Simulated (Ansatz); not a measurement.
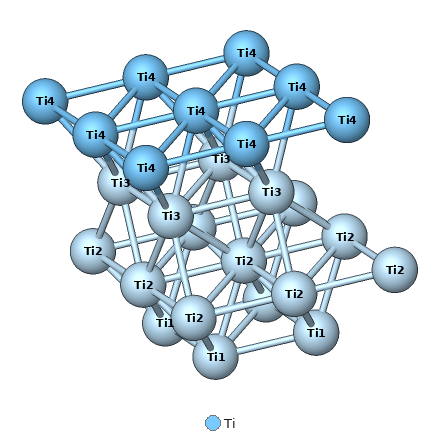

The system is C on a Ti(001) slab cut from the P6_3/mmc phase, its upper half relaxed before the scan (4 atoms of substrate and one adsorbate in a 1 × 1 cell); the picture shows it without the atoms that are moved over the map. C is moved over the surface cell; relaxed at each place: the height of the adsorbate's atoms and the top layer of the substrate; the origin of the map has the adsorbate above Ti4. Places are given modulo a cell vector. The map is drawn in real space over the plane of the surface. The scan uses a 6 × 6 grid; 16 points were computed and 18 follow by symmetry. At 2 points there is no value. Energies: meV, counted from the lowest grid point. With one adsorbate in each 1 × 1 cell, its nearest image is 2.9 Å away, so neighbouring adsorbates interact. The calculation used Ansatz 0.2.0, DFT LDA, scalar-relativistic, plane waves, PAW. Settings: cutoff 420 eV, k-mesh 9×9×1, gaussian smearing 0.1 eV, no spin polarisation.

Range: position of C5 along the first surface vector from 0.000 to 0.833; position of C5 along the second surface vector from 0.000 to 0.833.

> Predict the map.

The lowest grid point is at a threefold hollow over a second-layer Ti atom, (2/6, 4/6) of the cell vectors. The highest grid point, the top site over a surface Ti atom, (0/6, 0/6) of the cell vectors, lies 2787 meV above the lowest. On the interpolated surface the easiest way out of the lowest well to its copy in the next cell or period passes a barrier of about 72 meV. At the lowest point the adsorbate has 3 Ti at 1.86 Å as nearest neighbours, at the highest 1 Ti at 1.94 Å. Its relaxed height above the top atom is 1.31 Å at the lowest and 2.07 Å at the highest point.

| second ↓, first → | 0/6 | 1/6 | 2/6 | 3/6 | 4/6 | 5/6 |
| --- | --- | --- | --- | --- | --- | --- |
| 5/6 | 207 | 67 | 40 | 40 | 67 | 207 |
| 4/6 | 117 | 40 | 0 | 40 | 117 | 155 |
| 3/6 | 60 | 40 | 40 | – | 85 | 85 |
| 2/6 | 117 | 67 | 117 | 85 | 69 | 85 |
| 1/6 | 207 | 207 | 155 | 85 | 85 | – |
| 0/6 | 2787 | 207 | 117 | 60 | 117 | 207 |

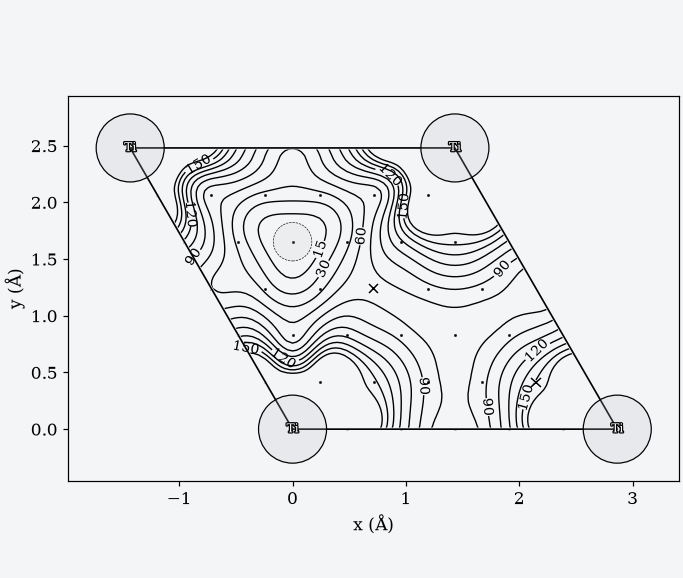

The picture shows contour lines labelled in meV (none above 165), crosses at grid points without a value, dots at the grid points, labelled circles for the atoms of the top layer and small ones for the second layer, the outline of one cell of the plane. Between grid points the surface is interpolated.

Time for the 16 points that were run: 86 min on 1 thread of Arm Neoverse N1, on a shared host.

PAW datasets: the set soft_1.
